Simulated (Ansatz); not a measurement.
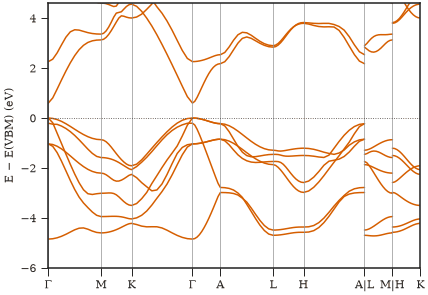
Figure: Band structure from plane-wave PAW LDA (Ansatz code)

Problem. Read off the gap and where the band edges lie.

Solution. About 0.6 eV (0.60 eV by a search for the band edges); maximum at Γ, minimum at Γ.

The material is Cd$_{2}$SeS in space group P3m1 (No. 156; Cd on 1a, Cd on 1b, Se on 1b, S on 1a).

The first step of the workflow began from a Materials Project structure, measured or hypothetical; the Crystallography Open Database copy checked does not list it. Whether it is the stable phase at ambient conditions was not checked. The cell was relaxed with LDA under the symmetry of its start; of distortions, only those at the zone centre were tested. Spin–orbit coupling is left out wherever it is not named.

Potentials: the later of the program's two PAW sets.
